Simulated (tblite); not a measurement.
# Geometry relaxation, with input and output: C4H7B (charge +1) (part 1 of 2)

The run: geometry relaxation of C4H7B, charge +1, multiplicity 2, SMILES B[C+](C)[C]=C. Method and program: GFN2-xTB geometry optimisation, gas phase (tblite 0.8.0).

It belongs to a series of runs on one base structure; here: electron removed.

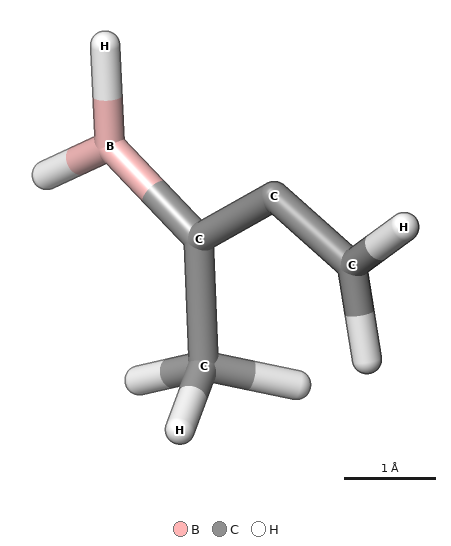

Fig. 1: The starting structure (stick view, seen at a tilt). Bond lengths as drawn: B–C 1.56 Å, B–H 1.18 to 1.19 Å, C–C 1.33 to 1.49 Å and C–H 1.08 to 1.12 Å.

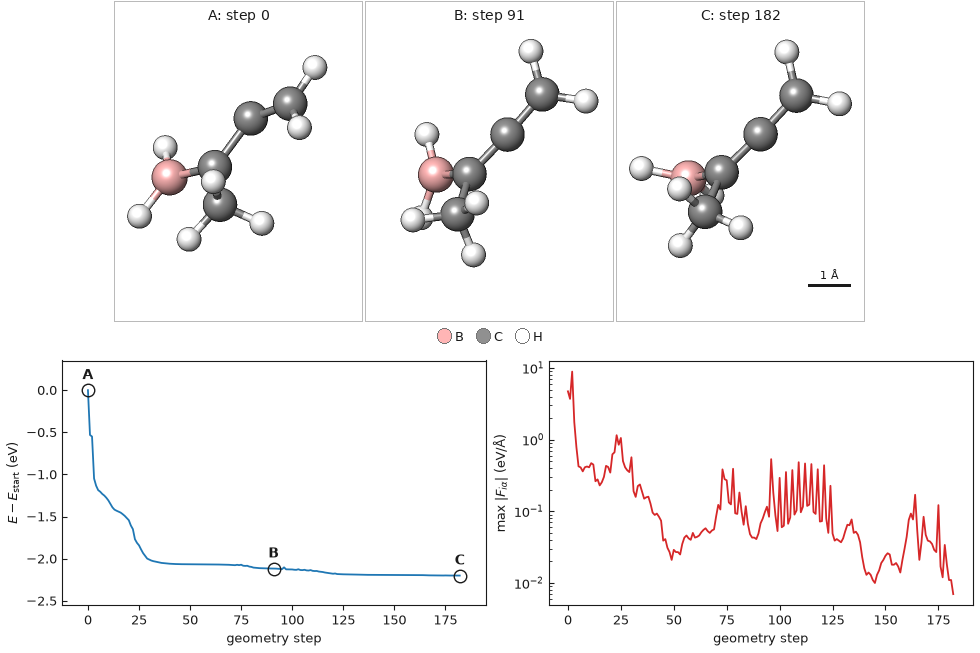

Fig. 2: Frames of the relaxation (ball-and-stick view, seen at a tilt) above the curves, on which the letters mark them (steps are counted from 0).

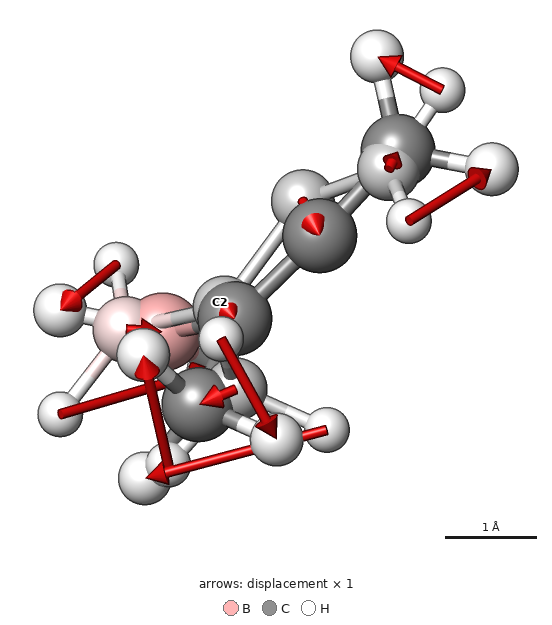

Fig. 3: Start (faint) and end (solid) with the displacements as red arrows, at true length (ball-and-stick view, seen at a tilt). The two geometries are laid on each other by the best rigid fit. Over 182 geometry steps the energy falls by 2.200 eV. The largest force component goes from 4.7 to 0.007 eV/Å. H8 moves most after the best rigid fit: 2.11 Å. By element the largest moves are H 2.11 Å, C 0.71 Å, B 0.41 Å. Among the contacts that change: C2–C4 1.477 → 1.329 Å, C4–C5 1.329 → 1.285 Å, C3–H10 1.124 → 1.096 Å, B1–H6 1.194 → 1.168 Å. Among the angles that change: C2–C4–C5 124.0° → 176.8°, B1–C2–C3 120.8° → 114.4°, B1–C2–C4 117.1° → 122.8°. (Atoms are counted from 1 in the order of the input.)

The input and output of the run follow.

Input file:
```
{"job": {"kind": "relax", "xc": "GFN2-xTB", "basis": "xTB"}, "charge": 1, "multiplicity": 2}
B     -0.443600     1.634900     1.142900
C     -0.086800     0.382200     0.282000
C     -1.127800    -0.636600    -0.054600
C      1.319000     0.241300    -0.149500
C      1.779100    -0.783200    -0.860000
H     -1.565600     1.803600     1.515200
H      0.376400     2.437500     1.416700
H     -1.224500    -0.703500    -1.157300
H     -0.851400    -1.627400     0.356900
H     -2.131700    -0.350600     0.362000
H      1.135500    -1.589800    -1.197600
H      2.822500    -0.809000    -1.138500
```

The first line tells a small driver script what to run in tblite; the rest is the geometry in Å.

Launched with:
```bash
OMP_NUM_THREADS=1 python <driver script> task.json out
```

What the program printed:
```
step      E/eV     max force
  0    -346.06516    5.416
  1    -346.59707    4.229
  2    -346.61545    9.932
  3    -347.11372    2.356
  4    -347.19883    0.979
  5    -347.25130    0.598
  6    -347.27004    0.608
  7    -347.29644    0.552
  8    -347.31578    0.498
  9    -347.34185    0.446
 10    -347.37370    0.468
 11    -347.41568    0.567
 12    -347.45632    0.497
 13    -347.48304    0.334
 14    -347.49591    0.285
 15    -347.50671    0.301
 16    -347.51803    0.325
 17    -347.53636    0.365
 18    -347.55686    0.510
 19    -347.58235    0.467
 20    -347.60817    0.422
 21    -347.67081    0.804
 22    -347.71438    0.925
 23    -347.83394    1.302
 24    -347.87706    1.159
 25    -347.90672    1.116
 26    -347.95505    0.570
 27    -347.99921    0.543
 28    -348.03077    0.461
 29    -348.06381    0.572
 30    -348.07532    0.710
 31    -348.08695    0.229
 32    -348.09437    0.184
 33    -348.09949    0.300
 34    -348.10383    0.319
 35    -348.10840    0.264
 36    -348.11506    0.176
 37    -348.11769    0.202
 38    -348.12016    0.196
 39    -348.12242    0.154
 40    -348.12474    0.136
 41    -348.12644    0.109
 42    -348.12763    0.116
 43    -348.12857    0.088
 44    -348.12947    0.075
 45    -348.13009    0.054
 46    -348.13038    0.045
 47    -348.13054    0.032
 48    -348.13067    0.027
 49    -348.13081    0.027
 50    -348.13094    0.039
 51    -348.13106    0.035
 52    -348.13119    0.031
 53    -348.13135    0.031
 54    -348.13155    0.040
 55    -348.13174    0.047
 56    -348.13190    0.056
 57    -348.13210    0.055
 58    -348.13236    0.044
 59    -348.13267    0.053
 60    -348.13299    0.047
 61    -348.13327    0.047
 62    -348.13354    0.049
 63    -348.13390    0.056
 64    -348.13437    0.062
 65    -348.13492    0.064
 66    -348.13547    0.062
 67    -348.13599    0.057
 68    -348.13658    0.075
 69    -348.13747    0.078
 70    -348.13900    0.098
 71    -348.14108    0.146
 72    -348.14220    0.130
 73    -348.13749    0.466
 74    -348.14158    0.282
 75    -348.13670    0.317
 76    -348.14854    0.153
 77    -348.15066    0.137
 78    -348.14908    0.511
 79    -348.15887    0.103
 80    -348.16252    0.096
 81    -348.17056    0.208
 82    -348.17296    0.130
 83    -348.17533    0.097
 84    -348.17734    0.125
 85    -348.17838    0.077
 86    -348.17920    0.064
 87    -348.18026    0.050
 88    -348.18062    0.050
 89    -348.18100    0.051
 90    -348.18130    0.054
 91    -348.18182    0.077
 92    -348.18268    0.089
 93    -348.18431    0.125
 94    -348.18659    0.148
 95    -348.18930    0.100
 96    -348.16774    0.624
 97    -348.19139    0.201
 98    -348.19218    0.109
 99    -348.19382    0.065
100    -348.19279    0.386
101    -348.19625    0.066
102    -348.19754    0.065
103    -348.19048    0.506
104    -348.19946    0.073
105    -348.20074    0.092
106    -348.19673    0.499
107    -348.20369    0.103
108    -348.20549    0.121
109    -348.20039    0.600
110    -348.20929    0.108
111    -348.21160    0.140
112    -348.21076    0.555
113    -348.21739    0.147
114    -348.22034    0.160
115    -348.22344    0.515
116    -348.22901    0.117
117    -348.23271    0.119
118    -348.23517    0.462
119    -348.24068    0.102
120    -348.24359    0.095
121    -348.24059    0.476
122    -348.24733    0.098
123    -348.24863    0.057
124    -348.24920    0.227
125    -348.25043    0.068
126    -348.25077    0.056
127    -348.25130    0.059
128    -348.25153    0.047
129    -348.25207    0.042
130    -348.25265    0.058
131    -348.25328    0.069
132    -348.25392    0.078
133    -348.25470    0.077
134    -348.25541    0.106
135    -348.25604    0.066
136    -348.25650    0.065
137    -348.25675    0.048
138    -348.25686    0.038
139    -348.25697    0.025
140    -348.25705    0.022
141    -348.25710    0.016
142    -348.25713    0.016
143    -348.25714    0.014
144    -348.25716    0.012
145    -348.25718    0.013
146    -348.25722    0.015
147    -348.25727    0.018
148    -348.25735    0.021
149    -348.25746    0.022
150    -348.25756    0.025
151    -348.25765    0.027
152    -348.25773    0.027
153    -348.25778    0.021
154    -348.25783    0.018
155    -348.25788    0.019
156    -348.25792    0.018
157    -348.25797    0.018
158    -348.25804    0.024
159    -348.25818    0.033
160    -348.25842    0.054
161    -348.25890    0.079
162    -348.25954    0.102
163    -348.26028    0.086
164    -348.26027    0.212
165    -348.26153    0.071
166    -348.26235    0.026
167    -348.26278    0.051
168    -348.26310    0.094
169    -348.26347    0.050
170    -348.26376    0.041
171    -348.26398    0.041
172    -348.26422    0.037
173    -348.26442    0.031
174    -348.26462    0.030
175    -348.26387    0.156
176    -348.26481    0.020
177    -348.26488    0.017
178    -348.26503    0.041
179    -348.26510    0.022
180    -348.26515    0.013
181    -348.26520    0.012
182    -348.26522    0.008
```

Trajectory as extended XYZ (Å, eV, eV/Å), 18 of the 183 frames kept, from step=0 to step=182:
```
12
Properties=species:S:1:pos:R:3:forces:R:3 step=0 energy=-346.06516
B    -0.4436    1.6349    1.1429   -0.5530   0.9360   0.5480
C    -0.0868    0.3822    0.2820    2.5810   0.2730  -0.5140
C    -1.1278   -0.6366   -0.0546   -0.1300   0.3790   0.3540
C     1.3190    0.2413   -0.1495   -4.7220  -2.6330  -0.3150
C     1.7791   -0.7832   -0.8600    1.1080   1.7870   0.7140
H    -1.5656    1.8036    1.5152    0.6300  -0.1900  -0.2450
H     0.3764    2.4375    1.4167   -0.1910  -0.3360  -0.1100
H    -1.2245   -0.7035   -1.1573    0.1510  -0.1590   0.4650
H    -0.8514   -1.6274    0.3569   -0.0870   0.3490  -0.3590
H    -2.1317   -0.3506    0.3620    1.0370  -0.1290  -0.2950
H     1.1355   -1.5898   -1.1976    0.0460   0.0480  -0.1350
H     2.8225   -0.8090   -1.1385    0.1300  -0.3250  -0.1080
12
Properties=species:S:1:pos:R:3:forces:R:3 step=11 energy=-347.41568
B    -0.4366    1.6981    1.1679    0.0980  -0.2120  -0.1520
C    -0.1103    0.4082    0.3211    0.0120   0.1480  -0.0250
C    -1.2072   -0.6133   -0.0237    0.4700   0.2840   0.1410
C     1.0045   -0.0572   -0.2344   -0.1520  -0.1600  -0.0680
C     1.8452   -0.7912   -0.8944   -0.1390  -0.1270  -0.0220
H    -1.5516    1.8193    1.5138    0.2890   0.0150  -0.0650
H     0.4101    2.4709    1.4288   -0.1930  -0.2910  -0.1320
H    -1.2590   -0.6929   -1.1179   -0.3150  -0.0470   0.2870
H    -0.8738   -1.5795    0.3734   -0.4450   0.0470  -0.0460
H    -2.1511   -0.2806    0.4180    0.2470  -0.1810  -0.1770
H     1.4198   -1.6916   -1.3753    0.2740   0.3950   0.1020
H     2.9112   -0.6909   -1.0593   -0.1460   0.1290   0.1570
12
Properties=species:S:1:pos:R:3:forces:R:3 step=21 energy=-347.67081
B    -0.3251    1.6209    1.0263    0.0600  -0.3690  -0.1800
C    -0.1744    0.2816    0.2120    0.1610  -0.5920  -0.3980
C    -1.3734   -0.6416    0.0683    0.1940   0.2740   0.0980
C     0.9349   -0.1748   -0.3620   -0.4350  -0.2870  -0.0350
C     1.9467   -0.7684   -0.9172   -0.3620   0.6240   0.3560
H    -1.3841    1.8168    1.4471   -0.1490   0.1620   0.0400
H     0.5876    2.2823    1.2710    0.2120   0.0910  -0.0510
H    -1.6085   -0.7335   -1.0085    0.0300  -0.0480   0.4520
H    -1.2423   -1.6673    0.4704    0.1160   0.6190  -0.2040
H    -2.1651   -0.1122    0.5831   -0.4090  -0.3570  -0.0130
H     1.9108   -1.5567   -1.6599    0.1000   0.2780  -0.0440
H     2.8941   -0.3478   -0.6126    0.4830  -0.3950  -0.0210
12
Properties=species:S:1:pos:R:3:forces:R:3 step=32 energy=-348.09437
B    -0.1612    1.4586    0.8427    0.0380   0.0790   0.0740
C    -0.3110    0.0771    0.0816   -0.1590  -0.0500   0.0790
C    -1.5939   -0.6544    0.1338    0.0010   0.0570   0.0910
C     0.8683   -0.2707   -0.3948   -0.0910  -0.0680  -0.0370
C     2.0662   -0.5300   -0.8206    0.0300  -0.0070   0.1060
H    -1.1509    1.8525    1.3153    0.0490   0.0540  -0.0260
H     0.8533    2.0081    0.9771    0.0230   0.0000  -0.0750
H    -2.0114   -0.8018   -0.8655    0.1430  -0.0790  -0.0400
H    -1.4410   -1.6465    0.5681    0.0760  -0.1000  -0.1350
H    -2.3423   -0.1400    0.7338    0.1250   0.0580  -0.0220
H     2.2394   -0.9893   -1.7873   -0.0780   0.0590  -0.0830
H     2.9857   -0.3644   -0.2662   -0.1570  -0.0030   0.0670
12
Properties=species:S:1:pos:R:3:forces:R:3 step=43 energy=-348.12857
B    -0.1370    1.4692    0.8477    0.0080  -0.0070  -0.0250
C    -0.3275    0.0673    0.1275   -0.0100   0.0840   0.0260
C    -1.5948   -0.6748    0.1426    0.0220  -0.0460  -0.0190
C     0.8351   -0.2885   -0.3826    0.0010   0.0340  -0.0260
C     2.0349   -0.5262   -0.8092   -0.0780   0.0110   0.0220
H    -1.1041    1.9268    1.3075    0.0120   0.0000  -0.0050
H     0.8965    1.9989    0.9038   -0.0160  -0.0030  -0.0040
H    -1.9657   -0.8187   -0.8762   -0.0180   0.0210  -0.0010
H    -1.4159   -1.6850    0.5248   -0.0220  -0.0450   0.0180
H    -2.3540   -0.1815    0.7410    0.0130  -0.0120   0.0050
H     2.2181   -0.8842   -1.8158    0.0210   0.0070   0.0040
H     2.9156   -0.4038   -0.1931    0.0660  -0.0440   0.0040
```
